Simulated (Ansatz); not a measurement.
# C2HClF2 (SMILES FC(F)=CCl): levels of theory compared

Aim: a comparison of 3 runs (CAM-B3LYP/6-31G*, wB97M-V/6-31G*, MP2/6-31G*) of C2HClF2. 

The results are computed with Ansatz 0.2.0.

68 further runs of the same task are left out: 68 set aside as unsound or not needed.

## 1. The structure to begin with

The species is C2HClF2 (6 atoms), meant as a singlet with charge 0. As SMILES, `FC(F)=CCl`. One bond was lengthened or shortened from a relaxed shape.

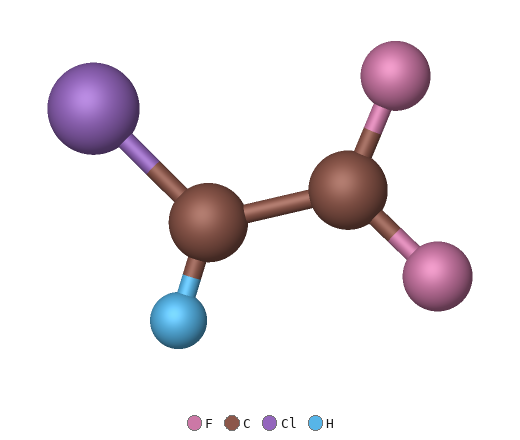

Viewed from a chosen angle; fluorine pink, carbon brown, chlorine purple, hydrogen blue.

## 2. The energy at CAM-B3LYP/6-31G(d) (spherical functions) (run 1)

File input.yaml:

```yaml
crystal:
  periodic: [false, false, false]
  atoms:
    - {symbol: F, position_ang: [0.973904, -0.988707, 1.388073]}
    - {symbol: C, position_ang: [0.340544, -0.740527, 0.266403]}
    - {symbol: F, position_ang: [0.265404, -1.810947, -0.476697]}
    - {symbol: C, position_ang: [-0.218360, 0.626770, -0.086550]}
    - {symbol: Cl, position_ang: [-1.039010, 0.926430, -1.552100]}
    - {symbol: H, position_ang: [-0.103800, 1.452000, 0.598970]}
basis:
  gaussian: {orbitals: 6-31G_st_-spherical.json}
hamiltonian: {xc: {name: CAM-B3LYP}}
accuracy: high
output: {orbitals: {seedname: orbitals}}
```

The basis set 6-31G* is read from a file made from the Basis Set Exchange's data (not shown).

Launch:

```
$ ansatz run input.yaml --threads 1 --pin off --max-ram 3480MiB --events-out events.jsonl --progress --plain --runs-dir runs
```

The log of the run:

```text
Warning: RAYON_NUM_THREADS=1 ignored (pool sized by the plan → 1); use --threads N
Functional definition: CAM-B3LYP
  name "CAM-B3LYP"
  parameter alpha = 0.19
  parameter beta = 0.46
  parameter omega = 0.33/bohr
  parameter ac = 0.81
  exchange = (1 - alpha - beta)*b88_x + beta*b88_x_sr(omega) + alpha*exact_x + beta*exact_x_lr(omega)
  correlation = (1 - ac)*vwn5_c + ac*lyp_c
1671 factors; integrals over basis functions are off by at most 5.1e-9 eV
344 factors; integrals over basis functions are off by at most 2.5e-9 eV
mean field evaluation 1: about -20039.3533 eV, gradient 3.3e1 eV
mean field evaluation 2: about -20037.7789 eV, gradient 4.4e1 eV
mean field evaluation 4: about -20041.5499 eV, gradient 2.5e0 eV
mean field evaluation 8: about -20041.7097 eV, gradient 1.3e-1 eV
mean field evaluation 16: about -20041.7098 eV, gradient 1.9e-4 eV
mean field -20041.70980081 eV, -736.5192504211 hartree, gradient 7.7e-8 eV, S^2 0.000000; 0 other end points of the search recorded, 0 dependent functions left out
reference -20041.70981516 eV, -736.5192509481 hartree; 24, 24 occupied and 52, 52 virtual orbitals, 1671 factors
Total energy: -20041.70981516 eV, -736.5192509481 hartree
```

It took 6.3 s on 1 thread of Arm Neoverse V1, shared host; peak memory 0.26 GiB.

## 3. A single-point energy at wB97M-V/6-31G(d) (spherical functions) (run 2)

File run.yaml:

```yaml
crystal:
  periodic: [false, false, false]
  atoms:
    - symbol: F
      position_ang: [0.973904, -0.988707, 1.388073]
    - symbol: C
      position_ang: [0.340544, -0.740527, 0.266403]
    - symbol: F
      position_ang: [0.265404, -1.810947, -0.476697]
    - symbol: C
      position_ang: [-0.218360, 0.626770, -0.086550]
    - symbol: Cl
      position_ang: [-1.039010, 0.926430, -1.552100]
    - symbol: H
      position_ang: [-0.103800, 1.452000, 0.598970]
basis:
  gaussian: {orbitals: 6-31G_st_-spherical.json}
total_charge: 0
hamiltonian: {xc: {name: wB97M-V}}
accuracy: high
output: {orbitals: {seedname: orbitals}}
```

The basis set 6-31G* is read from a file made from the Basis Set Exchange's data (not shown).

Launch:

```
$ ansatz run run.yaml --threads 1 --pin off --max-ram 3480MiB --events-out events.jsonl --progress --plain --runs-dir runs
```

The log of the run:

```text
Warning: RAYON_NUM_THREADS=1 ignored (pool sized by the plan → 1); use --threads N
Functional definition: wB97M-V
  name "wB97M-V"
  parameter omega = 0.3/bohr
  parameter cx = 0.15
  parameter cx01 = 1.007
  parameter cx10 = 0.259
  parameter css00 = 0.443
  parameter css04 = -1.437
  parameter css10 = -4.535
  parameter css20 = -3.390
  parameter css43 = 4.278
  parameter cos00 = 1.000
  parameter cos10 = 1.358
  parameter cos20 = 2.924
  parameter cos21 = -8.812
  parameter cos60 = -1.390
  parameter cos61 = 9.142
  parameter b = 6.0
  parameter c = 0.01
  gx(w, u) = 1 - cx + cx01*u + cx10*w
  gss(w, u) = css00 + css04*u^4 + css10*w + css20*w^2 + css43*w^4*u^3
  gos(w, u) = cos00 + cos10*w + (cos20 + cos21*u)*w^2 + (cos60 + cos61*u)*w^6
  exchange = spin_sum(e_x_unif_sr(omega)*gx(b97_w, b97_u_x)) + cx*exact_x_sr(omega) + exact_x_lr(omega)
  correlation = spin_sum(e_c_pw_mod_same_spin*gss(b97_w, b97_u_same))
      + integral(e_c_pw_mod_opposite_spin*gos(b97_w_opposite, b97_u_opposite)) + vv10(b, c)
1671 factors; integrals over basis functions are off by at most 5.1e-9 eV
297 factors; integrals over basis functions are off by at most 1.8e-9 eV
mean field evaluation 1: about -20038.9748 eV, gradient 3.2e1 eV
mean field evaluation 2: about -20038.8831 eV, gradient 3.5e1 eV
mean field evaluation 4: about -20041.1347 eV, gradient 1.6e0 eV
mean field evaluation 8: about -20041.2574 eV, gradient 1.6e-1 eV
mean field evaluation 16: about -20041.2575 eV, gradient 1.5e-4 eV
mean field -20041.25751346 eV, -736.5026291675 hartree, gradient 9.8e-8 eV, S^2 0.000000; 0 other end points of the search recorded, 0 dependent functions left out
reference -20041.25751598 eV, -736.5026292601 hartree; 24, 24 occupied and 52, 52 virtual orbitals, 1671 factors
Total energy: -20041.25751598 eV, -736.5026292601 hartree
```

It took 56 s on 1 thread of Arm Neoverse V1, shared host; peak memory 0.45 GiB.

## 4. A single-point energy at MP2/6-31G(d) (spherical functions) (run 3)

input.yaml, as its differences from that of step 2:

```diff
@@ -10,5 +10,7 @@
 basis:
-  gaussian: {orbitals: 6-31G_st_-spherical.json}
-hamiltonian: {xc: {name: CAM-B3LYP}}
+  gaussian:
+    orbitals: 6-31G_st_-spherical.json
+correlation:
+  method: mp2
+  frozen_orbitals: {C: 1, Cl: 5, F: 1, H: 0}
 accuracy: high
-output: {orbitals: {seedname: orbitals}}
```

The basis set 6-31G* is read from a file made from the Basis Set Exchange's data (not shown).

Launch:

```
$ ansatz run input.yaml --threads 1 --pin off --max-ram 3480MiB --events-out events.jsonl --progress --plain --runs-dir runs
```

The log of the run:

```text
Warning: RAYON_NUM_THREADS=1 ignored (pool sized by the plan → 1); use --threads N
Functional definition: HF
  name "HF"
  exchange = exact_x
  correlation = 0
1671 factors; integrals over basis functions are off by at most 5.1e-9 eV
mean field evaluation 1: about -19986.4475 eV, gradient 3.3e1 eV
mean field evaluation 2: about -19986.5244 eV, gradient 3.3e1 eV
mean field evaluation 4: about -19988.9872 eV, gradient 3.3e0 eV
mean field evaluation 8: about -19989.0323 eV, gradient 2.0e-1 eV
mean field evaluation 16: about -19989.0325 eV, gradient 7.4e-9 eV
mean field -19989.03253708 eV, -734.5833966850 hartree, gradient 7.4e-9 eV, S^2 0.000000; 0 other end points of the search recorded, 0 dependent functions left out; unrestricted orbitals would lower it
9 core orbitals not correlated: weight in the atoms' cores, before any rotation towards them, 1.000 or more for the frozen orbitals, at most 0.000 for the correlated occupied ones
reference -19989.03253708 eV, -734.5833966850 hartree; 15, 15 occupied and 52, 52 virtual orbitals, 1671 factors
second order -19.76624640 eV of doubles, -0.00000000 eV of singles
Total energy: -20008.79878348 eV, -735.3097928420 hartree
```

Run time: 2.2 s. Hardware: 1 thread of Arm Neoverse V1, shared host; peak memory 0.19 GiB.

## 5. Overview of the runs

```
run                                   level  frozen core orbitals  energy (Eh)  HOMO energy (eV)  LUMO energy (eV)  HOMO–LUMO gap (eV)  wall time
  1  CAM-B3LYP/6-31G* (spherical functions)                     –  -736.519251             -7.83              0.73                8.56      6.3 s
  2    wB97M-V/6-31G* (spherical functions)                     –  -736.502629             -8.68              1.83               10.51       56 s
  3        MP2/6-31G* (spherical functions)                     9  -735.309793                 –                 –                   –      2.2 s
```

## 6. What came out

| quantity | value |
| --- | --- |
| run 3: total energy | -735.30979 Eh |
| run 3: correlation energy (9 core orbitals frozen) | -726.4 mEh |

What this shows: Totals of different functionals can't be ranked against each other. In run 3 the log says that unrestricted orbitals would lower the reference, so the values rest on an unstable closed-shell determinant (other closed-shell runs at this shape may share the fault). All runs together took 65 s, the longest 56 s.
